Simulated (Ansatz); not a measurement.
# GeHF + H₂: a complex and its separated parts, part 2 of 2

Ansatz 0.2.0, Gaussian basis.

### Step 14. wB97X-V/def2-TZVPP

The inputs:

parta/in.yaml

```yaml
crystal:
  periodic: [false, false, false]
  atoms:
    - {symbol: Ge, position_ang: [-0.687677, -0.566236, -0.633965]}
    - {symbol: F, position_ang: [0.840543, -0.447827, -1.491887]}
    - {symbol: H, position_ang: [-0.879908, 1.027284, -0.515310]}
basis:
  gaussian: {orbitals: def2-TZVPP}
hamiltonian: {xc: {name: wB97X-V}}
```

partb/in.yaml

```yaml
crystal:
  periodic: [false, false, false]
  atoms:
    - {symbol: H, position_ang: [0.357026, 0.357995, 1.242155]}
    - {symbol: H, position_ang: [0.370018, -0.371216, 1.399005]}
basis:
  gaussian: {orbitals: def2-TZVPP}
hamiltonian: {xc: {name: wB97X-V}}
```

One command serves all of them, each in its own folder.

Command:

```sh
ansatz run in.yaml --threads 2 --pin off --events-out ev --progress --plain --max-ram 4352MiB
```

Output in parta, shortened:

```text
Functional definition: wB97X-V
  name "wB97X-V"
  cite "Mardirossian & Head-Gordon, Phys. Chem. Chem. Phys. 16, 9904 (2014) doi:10.1039/C3CP54374A"
  cite "Becke, J. Chem. Phys. 107, 8554 (1997) doi:10.1063/1.475007"
  cite "Vydrov & Van Voorhis, J. Chem. Phys. 133, 244103 (2010) doi:10.1063/1.3521275"
[...]
      + integral(e_c_pw_opposite_spin*poly(b97_u_opposite, cos0, cos1)) + vv10(b, c)
604 factors; their error is unknown
112 factors; integrals over basis functions are off by at most 4.7e-5 eV
[...]
mean field -59246.44848401 eV, -2177.2668231021 hartree, gradient 5.5e-5 eV, S^2 0.000000; 0 other end points of the search recorded, 0 dependent functions left out
reference -59246.44848282 eV, -2177.2668230586 hartree; 21, 21 occupied and 72, 72 virtual orbitals, 604 factors
Total energy: -59246.44848282 eV, -2177.2668230586 hartree
```

partb printed, shortened:

```text
[... 5 set-up lines as earlier in the session ...]
[...]
      + integral(e_c_pw_opposite_spin*poly(b97_u_opposite, cos0, cos1)) + vv10(b, c)
118 factors; their error is unknown
42 factors; integrals over basis functions are off by at most 3.0e-5 eV
[...]
mean field -31.90861531 eV, -1.1726199841 hartree, gradient 8.8e-5 eV, S^2 0.000000; 0 other end points of the search recorded, 0 dependent functions left out
reference -31.90861431 eV, -1.1726199474 hartree; 1, 1 occupied and 27, 27 virtual orbitals, 118 factors
Total energy: -31.90861431 eV, -1.1726199474 hartree
```

Times: 1.7 s (parta), 0.2 s (partb) on 2 threads of Arm Neoverse V2, shared host.

### Step 15. wB97M-V/def2-TZVPP

Each input of step 14 (parta, partb) changes in the same lines:

```diff
-hamiltonian: {xc: {name: wB97X-V}}
+hamiltonian: {xc: {name: wB97M-V}}
```

The same command starts each run, in its folder.

Command:

```sh
ansatz run in.yaml --threads 2 --pin off --events-out ev --progress --plain --max-ram 4352MiB
```

Output in parta, shortened:

```text
Functional definition: wB97M-V
  name "wB97M-V"
  cite "Mardirossian & Head-Gordon, J. Chem. Phys. 144, 214110 (2016) doi:10.1063/1.4952647"
[... 2 set-up lines as earlier in the session ...]
  # Of w^i u^j: cxij and so on, Table III.
[...]
  gx(w, u) = 1 - cx + cx01*u + cx10*w
[...]
      + integral(e_c_pw_mod_opposite_spin*gos(b97_w_opposite, b97_u_opposite)) + vv10(b, c)
601 factors; their error is unknown
112 factors; integrals over basis functions are off by at most 4.7e-5 eV
[...]
mean field -59248.85799028 eV, -2177.3553708245 hartree, gradient 5.3e-5 eV, S^2 0.000000; 0 other end points of the search recorded, 0 dependent functions left out
reference -59248.85801905 eV, -2177.3553718817 hartree; 21, 21 occupied and 72, 72 virtual orbitals, 601 factors
Total energy: -59248.85801905 eV, -2177.3553718817 hartree
```

Log of partb, shortened:

```text
[... 5 set-up lines as earlier in the session ...]
  # Of w^i u^j: cxij and so on, Table III.
[...]
  gx(w, u) = 1 - cx + cx01*u + cx10*w
[...]
      + integral(e_c_pw_mod_opposite_spin*gos(b97_w_opposite, b97_u_opposite)) + vv10(b, c)
118 factors; their error is unknown
42 factors; integrals over basis functions are off by at most 3.0e-5 eV
[...]
mean field -31.60114968 eV, -1.1613208306 hartree, gradient 7.4e-6 eV, S^2 0.000000; 0 other end points of the search recorded, 0 dependent functions left out
reference -31.60117393 eV, -1.1613217220 hartree; 1, 1 occupied and 27, 27 virtual orbitals, 118 factors
Total energy: -31.60117393 eV, -1.1613217220 hartree
```

Wall times: 2.1 s (parta), 0.2 s (partb) on 2 threads of Arm Neoverse V2, shared host.

### Step 16. B2PLYP/def2-TZVPP

Each input of step 15 (parta, partb) changes in the same lines:

```diff
-hamiltonian: {xc: {name: wB97M-V}}
+hamiltonian: {xc: {name: B2PLYP}}
```

The same command starts each run, in its folder.

Command:

```sh
ansatz run in.yaml --threads 2 --pin off --events-out ev --progress --plain --max-ram 4352MiB
```

Output in parta, shortened:

```text
Functional definition: B2PLYP
  name "B2PLYP"
  cite "Grimme, J. Chem. Phys. 124, 034108 (2006) doi:10.1063/1.2148954"
[... 2 set-up lines as earlier in the session ...]
[...]
605 factors; integrals over basis functions are off by at most 1.2e-3 eV
[...]
mean field -59236.95446003 eV, -2176.9179241562 hartree, gradient 3.1e-6 eV, S^2 0.000000; 0 other end points of the search recorded, 0 dependent functions left out
10 core orbitals not correlated: weight in the atoms' cores, before any rotation towards them, 1.000 or more for the frozen orbitals, at most 0.000 for the correlated occupied ones
reference -59236.95456461 eV, -2176.9179279995 hartree; 11, 11 occupied and 72, 72 virtual orbitals, 605 factors
second order -15.86424097 eV of doubles, -0.00000000 eV of singles
Total energy: -59241.23790967 eV, -2177.0753380273 hartree
```

partb printed, shortened:

```text
[... 5 set-up lines as earlier in the session ...]
[...]
145 factors; integrals over basis functions are off by at most 7.3e-4 eV
[...]
mean field -31.55854086 eV, -1.1597549855 hartree, gradient 1.0e-6 eV, S^2 0.000000; 0 other end points of the search recorded, 0 dependent functions left out
reference -31.55863027 eV, -1.1597582712 hartree; 1, 1 occupied and 27, 27 virtual orbitals, 145 factors
second order -1.02362206 eV of doubles, -0.00000000 eV of singles
Total energy: -31.83500823 eV, -1.1699149738 hartree
```

They took 1.1 s (parta), 0.1 s (partb) on 2 threads of Arm Neoverse V2, shared host.

### Step 17. PBE-QIDH/def2-TZVPP

Each input of step 16 (parta, partb) changes in the same lines:

```diff
-hamiltonian: {xc: {name: B2PLYP}}
+hamiltonian: {xc: {name: PBE-QIDH}}
```

Each run has its own folder and the same command.

Command:

```sh
ansatz run in.yaml --threads 2 --pin off --events-out ev --progress --plain --max-ram 4352MiB
```

Log of parta, shortened:

```text
Functional definition: PBE-QIDH
  name "PBE-QIDH"
  cite "Brémond, Sancho-García, Pérez-Jiménez & Adamo, J. Chem. Phys. 141, 031101 (2014) doi:10.1063/1.4890314"
[... 1 set-up line as earlier in the session ...]
[...]
605 factors; integrals over basis functions are off by at most 1.2e-3 eV
[...]
mean field -59228.54233417 eV, -2176.6087842330 hartree, gradient 4.4e-6 eV, S^2 0.000000; 0 other end points of the search recorded, 0 dependent functions left out
10 core orbitals not correlated: weight in the atoms' cores, before any rotation towards them, 1.000 or more for the frozen orbitals, at most 0.000 for the correlated occupied ones
reference -59228.54234129 eV, -2176.6087844947 hartree; 11, 11 occupied and 72, 72 virtual orbitals, 605 factors
second order -14.71811344 eV of doubles, -0.00000000 eV of singles
Total energy: -59233.44837911 eV, -2176.7890780588 hartree
```

Log of partb, shortened:

```text
[... 4 set-up lines as earlier in the session ...]
[...]
145 factors; integrals over basis functions are off by at most 7.3e-4 eV
[...]
mean field -31.52730318 eV, -1.1586070217 hartree, gradient 1.4e-6 eV, S^2 0.000000; 0 other end points of the search recorded, 0 dependent functions left out
reference -31.52730959 eV, -1.1586072576 hartree; 1, 1 occupied and 27, 27 virtual orbitals, 145 factors
second order -0.95917482 eV of doubles, -0.00000000 eV of singles
Total energy: -31.84703453 eV, -1.1703569324 hartree
```

Times: 1.2 s (parta), 0.1 s (partb) on 2 threads of Arm Neoverse V2, shared host.

### Step 18. RPA on PBE/def2-TZVPP

The same edit goes into each in.yaml of step 17 (parta, partb):

```diff
-hamiltonian: {xc: {name: PBE-QIDH}}
+hamiltonian: {xc: pbe}
+correlation: {method: rpa}
```

The same command starts each run, in its folder.

Command:

```sh
ansatz run in.yaml --threads 2 --pin off --events-out ev --progress --plain --max-ram 4352MiB
```

Output in parta, shortened:

```text
[... 4 set-up lines as earlier in the session ...]
[...]
605 factors; integrals over basis functions are off by at most 1.2e-3 eV
[...]
mean field -59241.52785474 eV, -2177.0859933118 hartree, gradient 1.5e-6 eV, S^2 0.000000; 0 other end points of the search recorded, 0 dependent functions left out
10 core orbitals not correlated: weight in the atoms' cores, before any rotation towards them, 1.000 or more for the frozen orbitals, at most 0.000 for the correlated occupied ones
reference -59195.52344928 eV, -2175.3953625940 hartree; 11, 11 occupied and 72, 72 virtual orbitals, 605 factors
Total energy: -59215.79177567 eV, -2176.1402098505 hartree
```

Output in partb, shortened:

```text
[... 4 set-up lines as earlier in the session ...]
[...]
145 factors; integrals over basis functions are off by at most 7.3e-4 eV
[...]
mean field -31.73218942 eV, -1.1661364525 hartree, gradient 1.4e-6 eV, S^2 0.000000; 0 other end points of the search recorded, 0 dependent functions left out
reference -30.80647984 eV, -1.1321172526 hartree; 1, 1 occupied and 27, 27 virtual orbitals, 145 factors
Total energy: -32.86231538 eV, -1.2076678154 hartree
```

They took 1.1 s (parta), 0.1 s (partb) on 2 threads of Arm Neoverse V2, shared host.

### Step 19. CCSD(T)/def2-TZVPP

Each input of step 18 (parta, partb) changes in the same lines:

```diff
-hamiltonian: {xc: pbe}
-correlation: {method: rpa}
+correlation: {method: ccsd_t}
```

The same command starts each run, in its folder.

Command:

```sh
ansatz run in.yaml --threads 2 --pin off --events-out ev --progress --plain --max-ram 4352MiB
```

Log of parta, shortened:

```text
Functional definition: HF
  name "HF"
  cite "Fock, Z. Phys. 61, 126 (1930) doi:10.1007/BF01340294"
[... 1 set-up line as earlier in the session ...]
[...]
605 factors; integrals over basis functions are off by at most 1.2e-3 eV
[...]
mean field -59196.68772992 eV, -2175.4381491185 hartree, gradient 2.4e-6 eV, S^2 0.000000; 0 other end points of the search recorded, 0 dependent functions left out; unrestricted orbitals would lower it
[...]
reference -59196.68772992 eV, -2175.4381491185 hartree; 11, 11 occupied and 72, 72 virtual orbitals, 605 factors
second order -13.12557882 eV of doubles, -0.00000000 eV of singles
cycle   1  -12.83883675 eV  change    2.9e-1 eV  update   9.9e-2
[...]
cycle  10  -13.31826044 eV  change   -7.1e-6 eV  update   1.3e-5
perturbative correction -0.43527184 eV, -0.0159959449 hartree
Total energy: -59210.44126219 eV, -2175.9435821071 hartree
```

Log of partb, shortened:

```text
[... 4 set-up lines as earlier in the session ...]
[...]
145 factors; integrals over basis functions are off by at most 7.3e-4 eV
[...]
mean field -30.82777808 eV, -1.1328999486 hartree, gradient 4.2e-7 eV, S^2 0.000000; 0 other end points of the search recorded, 0 dependent functions left out
reference -30.82777808 eV, -1.1328999486 hartree; 1, 1 occupied and 27, 27 virtual orbitals, 145 factors
second order -0.86255754 eV of doubles, -0.00000000 eV of singles
cycle   1  -1.00719900 eV  change   -1.4e-1 eV  update   2.6e-2
[...]
cycle   7  -1.07302631 eV  change    5.8e-7 eV  update   4.1e-7
perturbative correction -0.00000000 eV, -0.0000000000 hartree
Total energy: -31.90080439 eV, -1.1723329383 hartree
```

Times: 1.9 s (parta), 0.1 s (partb) on 2 threads of Arm Neoverse V2, shared host.

### Step 20. Vibrations of GeHF

The input, vib-parta/in.yaml:

```yaml
crystal:
  periodic: [false, false, false]
  atoms:
    - {symbol: Ge, position_ang: [-0.687677, -0.566236, -0.633965]}
    - {symbol: F, position_ang: [0.840543, -0.447827, -1.491887]}
    - {symbol: H, position_ang: [-0.879908, 1.027284, -0.515310]}
basis:
  gaussian: {orbitals: def2-TZVP}
hamiltonian: {xc: pbe0, dispersion: d4}
phonons: {temperatures: {t_min: 298.15, t_max: 900, t_step: 200}}
```

Command:

```sh
ansatz run in.yaml --threads 2 --pin off --events-out ev --progress --plain --max-ram 4352MiB
```

Output, shortened:

```text
[... 5 set-up lines as earlier in the session ...]
[...]
601 factors; their error is unknown
[...]
mean field -59242.81606090 eV, -2177.1333340151 hartree, gradient 4.4e-5 eV, S^2 0.000000; 0 other end points of the search recorded, 0 dependent functions left out
[...]
Total energy: -59242.83978479 eV, -2177.1342058518 hartree
Atom 0 at    -0.687677    -0.566236    -0.633965 Å, force     0.000087    -0.000272    -0.000051 eV/Å
Atom 1 at     0.840543    -0.447827    -1.491887 Å, force    -0.000038    -0.000017     0.000021 eV/Å
Atom 2 at    -0.879908     1.027284    -0.515310 Å, force    -0.000049     0.000289     0.000029 eV/Å
Dipole moment:    -0.338215    -0.042003     0.189764 e Å
Vibrations: 668.19 767.15 1874.37 cm⁻¹, zero-point energy 0.205175 eV
```

Wall time 7.5 s (2 threads of Arm Neoverse V2, shared host).

The modes, with what each moves most:

```
mode  wavenumber (cm⁻¹)     character
   1                668  Ge–F stretch
   2                767          bend
   3               1874  Ge–H stretch
```

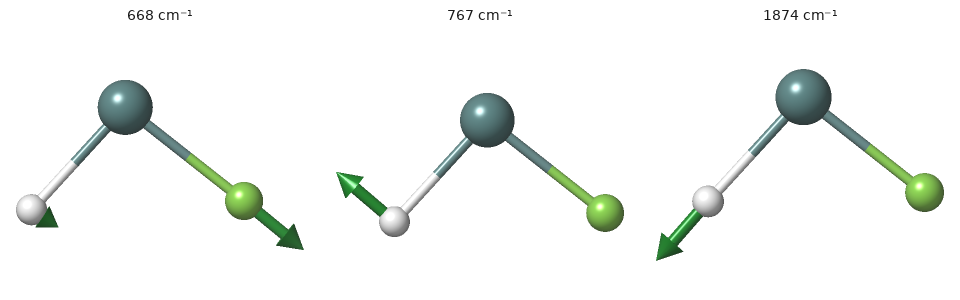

How the atoms move in 3 of the modes.

Vibrational sums (real modes only):

| T (K) | entropy (J/mol/K) | heat capacity (J/mol/K) |
| --- | --- | --- |
| 298 | 2.4 | 6.8 |
| 498 | 7.5 | 12.9 |
| 698 | 12.5 | 16.6 |
| 898 | 17.0 | 19.0 |

### Step 21. Vibrations of H₂

The input, vib-partb/in.yaml:

```yaml
crystal:
  periodic: [false, false, false]
  atoms:
    - {symbol: H, position_ang: [0.357026, 0.357995, 1.242155]}
    - {symbol: H, position_ang: [0.370018, -0.371216, 1.399005]}
basis:
  gaussian: {orbitals: def2-TZVP}
hamiltonian: {xc: pbe0, dispersion: d4}
phonons: {temperatures: {t_min: 298.15, t_max: 900, t_step: 200}}
```

Command:

```sh
ansatz run in.yaml --threads 2 --pin off --events-out ev --progress --plain --max-ram 4352MiB
```

Output, shortened:

```text
[... 5 set-up lines as earlier in the session ...]
[...]
88 factors; their error is unknown
[...]
mean field -31.78865256 eV, -1.1682114345 hartree, gradient 1.8e-5 eV, S^2 0.000000; 0 other end points of the search recorded, 0 dependent functions left out
[...]
reference -31.78854531 eV, -1.1682074932 hartree; 1, 1 occupied and 11, 11 virtual orbitals, 88 factors
Total energy: -31.79027492 eV, -1.1682710552 hartree
Atom 0 at     0.357026     0.357995     1.242155 Å, force    -0.000072     0.004040    -0.000869 eV/Å
Atom 1 at     0.370018    -0.371216     1.399005 Å, force     0.000072    -0.004040     0.000869 eV/Å
Dipole moment:     0.000000     0.000000    -0.000000 e Å
Vibrations: 4416.66 cm⁻¹, zero-point energy 0.273798 eV
```

It took 0.2 s on 2 threads of Arm Neoverse V2, shared host.

The modes, with what each moves most:

```csv
mode,wavenumber (cm⁻¹),character
1,4417,H–H stretch
```

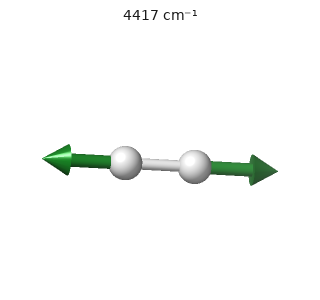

How the atoms move in 1 of the modes.

Vibrational sums (real modes only):

```
T (K)  entropy (J/mol/K)  heat capacity (J/mol/K)
  298                0.0                      0.0
  498                0.0                      0.0
  698                0.0                      0.1
  898                0.1                      0.4
```

### Step 22. Complex less separated parts

The complex's own energies come from single points at the same levels.

Rows are in def2-TZVPP; times add the 3 runs of a level on a shared host, so small differences are noise.

Differences are taken before rounding.

| method | rung | complex less parts (kcal/mol) | from CCSD(T) (kcal/mol) | time |
| --- | --- | --- | --- | --- |
| SPW92 | LDA | -7.37 | -6.42 | 0.95 s |
| PBE-D4 | GGA | -3.22 | -2.26 | 1.5 s |
| BLYP-D4 | GGA | -1.46 | -0.51 | 1.5 s |
| r2SCAN-D4 | meta-GGA | -2.70 | -1.74 | 3.4 s |
| B97M-V | meta-GGA | -1.70 | -0.75 | 5.5 s |
| PBE0-D4 | hybrid | -2.97 | -2.01 | 1.8 s |
| B3LYP-D4 | hybrid | -1.69 | -0.74 | 1.8 s |
| r2SCAN0-D4 | hybrid | -2.73 | -1.77 | 3.6 s |
| BHLYP-D4 | hybrid | -1.61 | -0.66 | 1.8 s |
| CAM-B3LYP-D4 | range-separated hybrid | -1.88 | -0.93 | 2.1 s |
| wB97X-V | range-separated hybrid | -1.71 | -0.76 | 4.6 s |
| wB97M-V | range-separated hybrid | -1.82 | -0.86 | 5.7 s |
| B2PLYP | double hybrid | -0.87 | +0.09 | 3.1 s |
| PBE-QIDH | double hybrid | -2.07 | -1.11 | 3.2 s |
| RPA on PBE | RPA | 0.58 | +1.54 | 2.8 s |
| Hartree-Fock | wavefunction | 1.96 | +2.91 |  |
| MP2 | wavefunction | -1.25 | -0.30 |  |
| CCSD | wavefunction | -0.64 | +0.31 |  |
| CCSD(T) | wavefunction | -0.95 | 0 | 11 s |

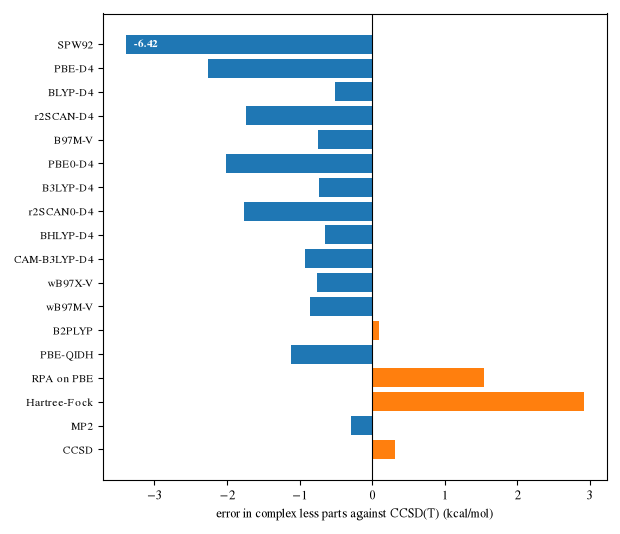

Error of each method against CCSD(T). Bars with a number in them are cut short.

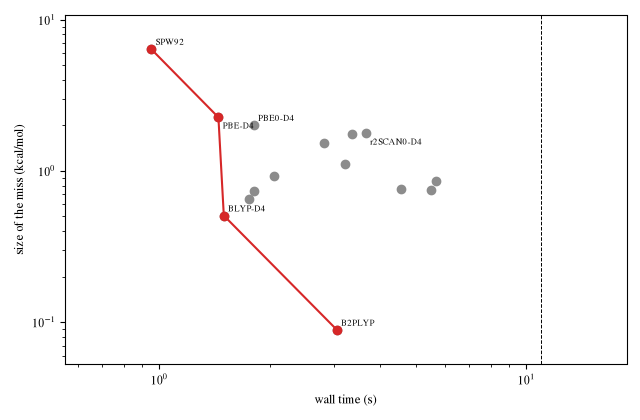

Accuracy for the time spent; red marks the levels that beat every quicker one drawn (of those quicker than the yardstick), and the dashed line is the time of CCSD(T). Only those levels and the largest misses are named. Times are from a shared host.

For cost: B2PLYP gets within 0.09 kcal/mol in 3.1 s, where CCSD(T) took 11 s; the quickest level in the cost chart, SPW92, takes 0.95 s and misses by 6.42 kcal/mol.

The complex's zero-point energy, from a separate PBE0-D4 run, is 0.590 eV.

### Step 23. What came out

This closing draws on all 2 parts.

| quantity | value |
| --- | --- |
| complex less parts, CCSD(T)/def2-TZVPP | -0.95 kcal/mol |
| with zero-point energy | +1.61 kcal/mol |
| largest T1 diagnostic | 0.014 |

In words: At CCSD(T) the complex lies 0.95 kcal/mol below its parts. The functionals run from B2PLYP, off by +0.09 kcal/mol, to SPW92, off by -6.42 kcal/mol, against CCSD(T). By rung, the mean size of the error is: LDA 6.42, GGA 1.38, meta-GGA 1.25, hybrid 1.29, range-separated hybrid 0.85, double hybrid 0.60 kcal/mol. PBE-D4 gives a relative energy 2.26 kcal/mol too low, an error of 237 % of the reference. No counterpoise was applied, and triple zeta lacks some correlation, so the CCSD(T) reference has a basis error of its own, and close matches with it are partly luck. The restricted Hartree–Fock reference is unstable towards an unrestricted one at one or more of these structures.
